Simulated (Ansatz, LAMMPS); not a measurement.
# Charge trapping in glassy 83GeO2-17SiO2 (mol %) (258 atoms)

Does an extra electron or hole in glassy 83GeO2-17SiO2 (mol %) (258 atoms) stay spread out, or do the atoms trap it?

Method: Kohn-Sham DFT, PBE, PAW (set soft_1), plane waves, in Ansatz 0.2.0.

## 1. The structure

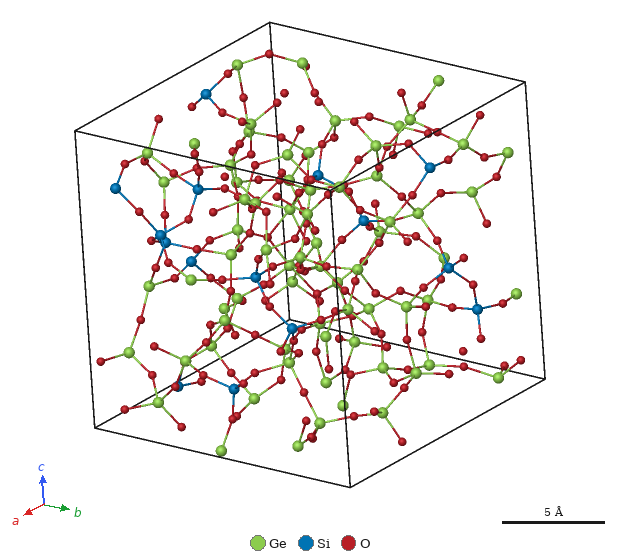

The starting structure, seen slightly off an axis (germanium green, silicon blue, oxygen red). Bonds to atoms that aren't drawn are left out. Some periodic images of atoms are drawn too.

The cell holds 258 atoms: 71 Ge, 15 Si and 172 O. Cell: a = 15.910 Å, b = 15.910 Å, c = 15.910 Å, α = 90.0°, β = 90.0°, γ = 90.0°. 258 atoms (71 Ge, 15 Si, 172 O) placed at random at 3.43 g/cm³, melted at 4000 K for 10 ps at fixed volume with the Morse and Coulomb pair potential with partial charges (Pedone, Malavasi, Menziani, Cormack and Segre, J. Phys. Chem. B 110, 11780 (2006)). Quenched from 4000 K to 300 K at 25 K/ps and fixed volume, held 10 ps at zero pressure.

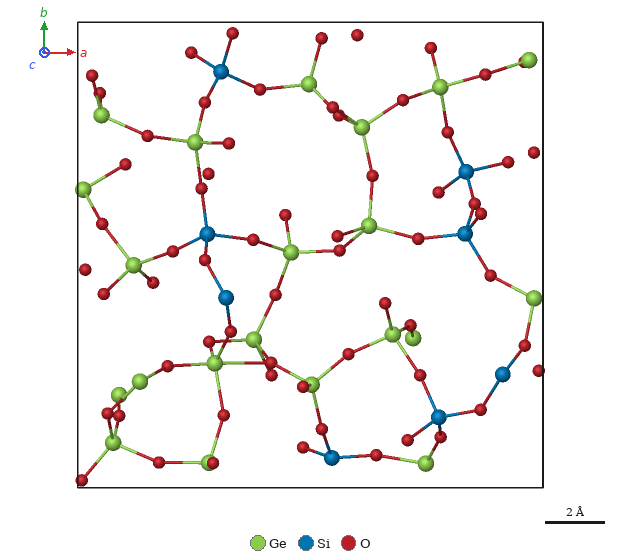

A slice 6 Å thick through the middle of the cell. Bonds to atoms that aren't drawn are left out.

Limits known from the start: The quench rate of 25 K/ps is many orders above laboratory rates, so the cell is likely richer in defects and strain than a real sample. The network of bonds at the start is that of the classical potential that made the cell, and needn't be the one that DFT or experiment would give. Sampling is at Γ alone, for a cell whose shortest periodic width is 16 Å.

## 2. Single point at the start

The forces at the start show how far the geometry lies from a minimum of this functional.

The input, input.yaml:

```yaml
crystal:
  lattice:
    - [15.9097, 0.0, 0.0]
    - [0.0, 15.9097, 0.0]
    - [0.0, 0.0, 15.9097]
  atoms:
    - { symbol: Ge, position: [0.39027, 0.4331, 0.2158] }
    - { symbol: Ge, position: [0.28157, 0.08646, 0.9768] }
    - { symbol: Ge, position: [0.497, 0.86724, 0.3985] }
    - { symbol: Ge, position: [0.25244, 0.7421, 0.59845] }
    - { symbol: Ge, position: [0.28238, 0.05333, 0.57525] }
    - { symbol: Ge, position: [0.83779, 0.34171, 0.96568] }
    - { symbol: Ge, position: [0.0162, 0.66903, 0.94381] }
    - { symbol: Ge, position: [0.12015, 0.47786, 0.43529] }
    - { symbol: Ge, position: [0.1234, 0.21858, 0.95177] }
    - { symbol: Ge, position: [0.22083, 0.91495, 0.85378] }
    - { symbol: Ge, position: [0.56482, 0.87891, 0.71108] }
    - { symbol: Ge, position: [0.50266, 0.2213, 0.52963] }
    - { symbol: Ge, position: [0.92654, 0.31995, 0.26284] }
    - { symbol: Ge, position: [0.16281, 0.38358, 0.06119] }
    - { symbol: Ge, position: [0.01173, 0.64042, 0.34022] }
    - { symbol: Ge, position: [0.6772, 0.32914, 0.53121] }
    - { symbol: Ge, position: [0.49054, 0.78361, 0.92048] }
    - { symbol: Ge, position: [0.49345, 0.51381, 0.71853] }
    - { symbol: Ge, position: [0.50981, 0.30728, 0.90511] }
    - { symbol: Ge, position: [0.61067, 0.77436, 0.54668] }
    - { symbol: Ge, position: [0.45854, 0.50541, 0.44812] }
    - { symbol: Ge, position: [0.36468, 0.42175, 0.00565] }
    - { symbol: Ge, position: [0.75033, 0.59059, 0.24695] }
    - { symbol: Ge, position: [0.82558, 0.51711, 0.80849] }
    - { symbol: Ge, position: [0.20893, 0.70082, 0.88942] }
    - { symbol: Ge, position: [0.77927, 0.86092, 0.49112] }
    - { symbol: Ge, position: [0.0888, 0.19896, 0.32978] }
    - { symbol: Ge, position: [0.37845, 0.31798, 0.38382] }
    - { symbol: Ge, position: [0.60086, 0.45772, 0.2114] }
    - { symbol: Ge, position: [0.37919, 0.68977, 0.76012] }
    - { symbol: Ge, position: [0.70636, 0.91268, 0.1268] }
    - { symbol: Ge, position: [0.07603, 0.09645, 0.51587] }
    [... 220 atom lines left out ...]
    - { symbol: O, position: [0.00756, 0.60618, 0.75033] }
    - { symbol: O, position: [0.44069, 0.75156, 0.82291] }
    - { symbol: O, position: [0.70899, 0.10188, 0.63087] }
    - { symbol: O, position: [0.45819, 0.03656, 0.89004] }
    - { symbol: O, position: [0.18625, 0.38927, 0.16843] }
    - { symbol: O, position: [0.69903, 0.8329, 0.55117] }
kpoints:
  mp_grid: { grid: [1, 1, 1] }
hamiltonian:
  xc: pbe
  pseudopotentials: { kind: paw, azcp: { folder: soft_1 } }
scf:
  occupations: { method: fixed }
output:
  forces: true
```

On the command line:

```console
> ansatz run input.yaml --threads 16 --pin off --max-ram 31232MiB --backend cpu --events-out ev --progress --plain --runs-dir out
```

Numbers of over 12 decimals in the logs are rounded to 6 here.

Output:

```text
Engine: ansatz 0.2.0, aarch64-unknown-linux-gnu
Pseudopotentials: kind: paw
Pseudopotential: Ge, paw, valence charge 14, recommended cutoff 420 eV (normal), soft_1/Ge.paw.azcp
Pseudopotential: Si, paw, valence charge 4, recommended cutoff 420 eV (normal), soft_1/Si.paw.azcp
Pseudopotential: O, paw, valence charge 6, recommended cutoff 420 eV (normal), soft_1/O.paw.azcp
[... 5 lines on functional and potentials left out ...]
Crystal: 258 atoms, lattice volume = 4027.040 Å³
Basis set: ecut = 420 eV, 78805 PW (Γ), exchange–correlation on 216×216×216 points (8 copies of the dense FFT grid, shifted against one another)
Bands: 1301, of which v1, the nominal top of the filled ones, is band 1043 counted from 1 (1042 counted from 0)
Symmetry: 1 space group operations
Space group: P1 (ITA 1), of the structure as read, at distance tolerance 1.6e-4 Å
k-points: 1
[... 7 lines on functional and potentials left out ...]
Initial density: superposition of atomic densities (chi_scale 0.1, normalization cell, long waves kept (reshape's long-wave potential 0.62 eV rms))
Initial wavefunctions: pseudopotential atomic-orbital guess
Functional: x = pbe(κ = 0.804, μ = 0.219515), c = pbe(β = 0.066725)
SCF iter   1: F=—  HF=-412167.887655 eV  |F-HF|=—  |Δ(HF+E_count)|=         —  Δρ=1.06e-1  dr2=3.42e2  ethr=3.10e-3  ⟨swp⟩=5.0  Hψ=4007  notcnv=0  defer=255
preconditioner: auto → Resta (q_TF=auto, 2.445 Å⁻¹)  ε∞=2.5  [insulator: Δε(μ)=2.411 eV  Ē_g=21.928 eV  n_scr=1020 (ndim 8)  ℏωp=26.7 eV  f_vac=0.199  ε∞_Penn≈2.5]
SCF iter   2: F=—  HF=-412076.209974 eV  |F-HF|=—  |Δ(HF+E_count)|=    9.17e1  Δρ=4.31e-2  dr2=3.48e1  ethr=3.10e-3  ⟨swp⟩=3.0  Hψ=2373  notcnv=0  defer=255
SCF iter   3: F=—  HF=-412069.286617 eV  |F-HF|=—  |Δ(HF+E_count)|=    6.92e0  Δρ=1.70e-2  dr2=8.32e0  ethr=1.67e-3  ⟨swp⟩=3.0  Hψ=1574  notcnv=0  defer=256
SCF iter   4: F=—  HF=-412068.137248 eV  |F-HF|=—  |Δ(HF+E_count)|=    1.15e0  Δρ=3.65e-3  dr2=4.56e-1  ethr=3.99e-4  ⟨swp⟩=2.0  Hψ=2145  notcnv=0  defer=255
SCF iter   5: F=—  HF=-412068.117921 eV  |F-HF|=—  |Δ(HF+E_count)|=   1.93e-2  Δρ=1.65e-3  dr2=9.91e-2  ethr=2.19e-5  ⟨swp⟩=3.0  Hψ=2097  notcnv=0  defer=256
SCF iter   6: F=—  HF=-412068.220781 eV  |F-HF|=—  |Δ(HF+E_count)|=   1.03e-1  Δρ=1.25e-3  dr2=5.14e-2  ethr=4.75e-6  ⟨swp⟩=3.0  Hψ=2198  notcnv=0  defer=256
SCF iter   7: F=—  HF=-412068.211794 eV  |F-HF|=—  |Δ(HF+E_count)|=   8.99e-3  Δρ=1.73e-4  dr2=1.54e-3  ethr=2.46e-6  ⟨swp⟩=3.0  Hψ=2328  notcnv=0  defer=256
SCF iter   8: F=—  HF=-412068.213559 eV  |F-HF|=—  |Δ(HF+E_count)|=   1.77e-3  Δρ=1.34e-4  dr2=6.13e-4  ethr=7.40e-8  ⟨swp⟩=3.0  Hψ=2454  notcnv=0  defer=256
SCF iter   9: F=—  HF=-412068.213602 eV  |F-HF|=—  |Δ(HF+E_count)|=   4.35e-5  Δρ=4.18e-5  dr2=6.73e-5  ethr=2.94e-8  ⟨swp⟩=3.0  Hψ=2286  notcnv=0  defer=251
SCF iter  10: F=—  HF=-412068.219073 eV  |F-HF|=—  |Δ(HF+E_count)|=   5.47e-3  Δρ=1.45e-5  dr2=8.22e-6  ethr=3.22e-9  ⟨swp⟩=3.0  Hψ=2568  notcnv=0  defer=251
SCF iter  11: F=—  HF=-412068.219075 eV  |F-HF|=—  |Δ(HF+E_count)|=   1.92e-6  Δρ=9.13e-6  dr2=2.81e-6  ethr=3.94e-10  ⟨swp⟩=3.0  Hψ=2609  notcnv=0  defer=251
SCF iter  12: F=—  HF=-412068.219075 eV  |F-HF|=—  |Δ(HF+E_count)|=   2.22e-8  Δρ=2.17e-6  dr2=2.12e-7  ethr=1.35e-10  ⟨swp⟩=3.0  Hψ=1739  notcnv=0  defer=251
SCF iter  13: F=-412068.219075 eV  HF=-412068.219075 eV  |F-HF|=5.22e-8  |Δ(HF+E_count)|=   1.07e-7  Δρ=1.64e-6  dr2=9.18e-8  ethr=4.79e-12  ⟨swp⟩=4.0  Hψ=3907  notcnv=0
SCF 1 converged in 13 iterations: F = -412068.219075 eV  dr2 = 9.18e-8
  greatest PAW one-centre occupation: 0.999 electrons in one spin orbital (limit 2), on the Ge atom at site 40 (counted from 0), in its partial waves of l = 2
SCF converged after 13 iterations
Free energy (F): -412068.219075 eV
Harris-Foulkes:  -412068.219075 eV  (|F-HF|=5.22e-8)
Internal energy: -412068.219075 eV  (E = F + TS)
E sigma→0 (E₀):  -412068.219075 eV
Fermi energy:    3.682775 eV
--- Per-component energies (eV) ---
  E_band       = -20977.328536
  E_kinetic    = 36490.616632
  E_local      = -308825.184536  (includes V_loc(G=0)·N_el)
  E_nonlocal   = 25539.136820
  E_hartree    = 138085.098122
  E_xc         = -18064.666406
  E_vxc        = -20841.562543  (∫ρ·V_xc dr)
  E_paw        = -179448.468128  (= ΣΔE_a)
  E_vpaw       = -29510.680851  (= ΣTr[D̂ρ^β])
  E_aug_tail   = 0.138071  (compensation charges beyond the density's cutoff)
  E_ewald      = -105844.889650
  E_smearing   = -0.000000  (= −TS)
  E_closure    = -0.000000  (closes the sum)
  Σ components = -412068.219075   (vs F -412068.219075, Δ=0.00e0)
--- Forces (eV/Å), atoms counted from 1 ---
  atom   1  Ge    -1.77907336     2.89461526    -0.72581440
  atom   2  Ge     1.88955808     1.16049218    -1.89407530
  atom   3  Ge    -0.20543558     0.52621456     0.12376713
  atom   4  Ge     0.15730448     0.12489520    -0.25525579
  atom   5  Ge    -2.17485822     3.37053609    -0.45523333
  atom   6  Ge    -0.16767285    -1.31007364    -0.57102412
  atom   7  Ge    -0.91093324     3.03246398     0.84174311
  atom   8  Ge    -1.97788976     1.96659072    -1.24663056
  atom   9  Ge     0.35512749    -0.31630877    -1.13712499
  atom  10  Ge     1.71946463    -2.43847607    -0.10935748
  atom  11  Ge    -0.09948281    -0.79729436     0.54874561
  atom  12  Ge    -1.08648682    -1.11940515    -0.46992490
  atom  13  Ge     1.29166649    -0.50800317    -0.36732541
  atom  14  Ge     0.70470974    -0.71426718     0.30213038
[...]
atom 257  O     -0.03208948     0.43813557    -0.26489908
  atom 258  O      0.10388548     1.02407517     2.58219360
  max |Σ_I F_I| component: 4.33e-5 eV/Å
```

The job ended after 83 s (16 threads of Arm Neoverse V2, shared host; peak memory 9.2 GiB).

In the SCF lines HF is the Harris–Foulkes energy and dr2 the Hartree energy of the density residual, in eV; the loop may stop once dr2 is under the threshold and the program's other checks hold. Hψ counts applications of the Hamiltonian.

The r.m.s. force at the start is 1.2 eV/Å.

## 3. Relaxation

The atoms are relaxed in the fixed cell, aiming at the force tolerance of the input.

The input, input.yaml:

```yaml
crystal:
  lattice:
    - [15.9097, 0.0, 0.0]
    - [0.0, 15.9097, 0.0]
    - [0.0, 0.0, 15.9097]
  atoms:
    [... the 258 atom lines of step 2 ...]
kpoints:
  mp_grid: { grid: [1, 1, 1] }
hamiltonian:
  xc: pbe
  pseudopotentials: { kind: paw, azcp: { folder: soft_1 } }
scf:
  occupations: { method: fixed }
output:
  forces: true
relax:
  f_tol: 0.05
  max_steps: 120
```

Output:

```text
[...]
Crystal: 258 atoms, lattice volume = 4027.040 Å³
Basis set: ecut = 420 eV, 78805 PW (Γ), exchange–correlation on 216×216×216 points (8 copies of the dense FFT grid, shifted against one another)
Bands: 1301, of which v1, the nominal top of the filled ones, is band 1043 counted from 1 (1042 counted from 0)
Symmetry: 1 space group operations
[...]
k-points: 1
[...]
SCF iter   1: F=—  HF=-412167.887655 eV  |F-HF|=—  |Δ(HF+E_count)|=         —  Δρ=1.06e-1  dr2=3.42e2  ethr=3.10e-3  ⟨swp⟩=5.0  Hψ=4007  notcnv=0  defer=255
[...]
SCF iter  10: F=-412068.219072 eV  HF=-412068.219073 eV  |F-HF|=1.81e-6  |Δ(HF+E_count)|=   1.15e-5  Δρ=1.41e-5  dr2=8.14e-6  ethr=3.00e-9  ⟨swp⟩=4.0  Hψ=3817  notcnv=0
SCF 1 converged in 10 iterations: F = -412068.219072 eV  dr2 = 8.14e-6
[...]
relax step   1: F+E_penalty+E_count = -412068.21907152 eV  Δ(F+E_penalty+E_count) = +0.000e0 eV  max|allowed force component| = 4.750e0 eV/Å  Δτ_max = 0.0000 Å  (10 SCF iters, dr2 threshold 6.25e-5 eV, accepted)
[...]
relax step   2: F+E_penalty+E_count = -412083.51050637 eV  Δ(F+E_penalty+E_count) = -1.529e1 eV  max|allowed force component| = 2.624e0 eV/Å  Δτ_max = 0.1433 Å  (8 SCF iters, dr2 threshold 1.00e-4 eV, accepted)
[...]
relax step   3: F+E_penalty+E_count = -412094.23982568 eV  Δ(F+E_penalty+E_count) = -1.073e1 eV  max|allowed force component| = 6.923e-1 eV/Å  Δτ_max = 0.1949 Å  (9 SCF iters, dr2 threshold 1.00e-4 eV, accepted)
relax step   4: F+E_penalty+E_count = -412096.44671169 eV  Δ(F+E_penalty+E_count) = -2.207e0 eV  max|allowed force component| = 5.096e-1 eV/Å  Δτ_max = 0.2000 Å  (8 SCF iters, dr2 threshold 3.33e-5 eV, accepted)
relax step   5: F+E_penalty+E_count = -412097.41918510 eV  Δ(F+E_penalty+E_count) = -9.725e-1 eV  max|allowed force component| = 3.621e-1 eV/Å  Δτ_max = 0.1949 Å  (8 SCF iters, dr2 threshold 1.81e-5 eV, accepted)
relax step   6: F+E_penalty+E_count = -412097.90468528 eV  Δ(F+E_penalty+E_count) = -4.855e-1 eV  max|allowed force component| = 2.070e-1 eV/Å  Δτ_max = 0.2000 Å  (7 SCF iters, dr2 threshold 6.62e-5 eV, accepted)
relax step   7: F+E_penalty+E_count = -412098.34750463 eV  Δ(F+E_penalty+E_count) = -4.428e-1 eV  max|allowed force component| = 2.372e-1 eV/Å  Δτ_max = 0.2000 Å  (8 SCF iters, dr2 threshold 1.40e-5 eV, accepted)
relax step   8: F+E_penalty+E_count = -412098.59723770 eV  Δ(F+E_penalty+E_count) = -2.497e-1 eV  max|allowed force component| = 1.869e-1 eV/Å  Δτ_max = 0.2000 Å  (8 SCF iters, dr2 threshold 1.84e-5 eV, accepted)
relax step   9: F+E_penalty+E_count = -412098.77436618 eV  Δ(F+E_penalty+E_count) = -1.771e-1 eV  max|allowed force component| = 1.329e-1 eV/Å  Δτ_max = 0.2000 Å  (8 SCF iters, dr2 threshold 2.17e-5 eV, accepted)
relax step  10: F+E_penalty+E_count = -412098.81225959 eV  Δ(F+E_penalty+E_count) = -3.789e-2 eV  max|allowed force component| = 3.736e-1 eV/Å  Δτ_max = 0.2000 Å  (8 SCF iters, dr2 threshold 8.95e-6 eV, accepted)
relax step  11: F+E_penalty+E_count = -412098.84657402 eV  Δ(F+E_penalty+E_count) = -3.431e-2 eV  max|allowed force component| = 2.731e-1 eV/Å  Δτ_max = 0.0478 Å  (6 SCF iters, dr2 threshold 7.06e-5 eV, accepted)
relax step  12: F+E_penalty+E_count = -412098.85434087 eV  Δ(F+E_penalty+E_count) = -7.767e-3 eV  max|allowed force component| = 1.497e-1 eV/Å  Δτ_max = 0.0389 Å  (6 SCF iters, dr2 threshold 3.99e-5 eV, accepted)
relax step  13: F+E_penalty+E_count = -412098.78850807 eV  Δ(F+E_penalty+E_count) = +6.583e-2 eV  max|allowed force component| = 3.030e-1 eV/Å  Δτ_max = 0.1419 Å  (8 SCF iters, dr2 threshold 6.73e-6 eV, rejected (line search))
[...]
relax step  14: F+E_penalty+E_count = -412098.86259191 eV  Δ(F+E_penalty+E_count) = -8.251e-3 eV  max|allowed force component| = 3.031e-2 eV/Å  Δτ_max = 0.0295 Å  (10 SCF iters, accepted)
SCF converged after 10 iterations
Free energy (F): -412098.862592 eV
[...]
Internal energy: -412098.862592 eV  (E = F + TS)
E sigma→0 (E₀):  -412098.862592 eV
Fermi energy:    2.934678 eV
[...]
--- Forces (eV/Å), atoms counted from 1 ---
  atom   1  Ge    -0.00406030     0.00662791    -0.01374672
  atom   2  Ge     0.00178311    -0.00161249     0.00495664
  atom   3  Ge     0.00057290     0.00544164    -0.00822749
  atom   4  Ge     0.01034729     0.00059113    -0.00766257
  atom   5  Ge     0.01610726     0.01346045     0.00375755
  atom   6  Ge    -0.00352919    -0.00544109     0.00333484
  atom   7  Ge    -0.00139228     0.00004947     0.00794602
  atom   8  Ge     0.00921488    -0.00128515    -0.00119519
  atom   9  Ge     0.00368833     0.00436186     0.00018231
  atom  10  Ge     0.00624378     0.00046240    -0.00224896
  atom  11  Ge    -0.00599703     0.00484411    -0.00695354
  atom  12  Ge    -0.00059696    -0.00958370    -0.00224609
  atom  13  Ge    -0.00213993     0.00137145    -0.00351164
  atom  14  Ge     0.00344581    -0.00460120     0.00265460
[...]
atom 257  O      0.00102632     0.00272030    -0.00176890
  atom 258  O      0.00750276     0.00333495    -0.00061776
  max |Σ_I F_I| component: 1.23e-4 eV/Å
--- Relaxed structure (14 steps of the walk, 13 accepted, 0 SCFs on fresh bases) ---
  F+E_penalty+E_count = -412098.86259191 eV   max|allowed force component| = 3.031e-2 eV/Å
  atoms:
    - { symbol: Ge, position: [0.400891, 0.436886, 0.216129] }
    - { symbol: Ge, position: [0.290173, 0.104316, 0.982337] }
    - { symbol: Ge, position: [0.491583, 0.867737, 0.403541] }
    - { symbol: Ge, position: [0.240509, 0.733392, 0.601838] }
[...]
- { symbol: O, position: [0.705007, 0.855349, 0.552953] }
```

It took 13 min on 16 threads; peak memory 9.2 GiB.

The relaxation converged after 14 steps, 30.6 eV below its start, with a largest force component of 0.030 eV/Å.

[end of part 1 of 3]

[Logs are printed without paths, hosts, clocks, repeated set-up lines and the standing remarks that a program may print on its own settings, such as how far it seeks lower states.]

[Hosts, paths, dates, database ids (printed as entryN), source tags and the programs' standing remarks are cut or masked in the printed files.]
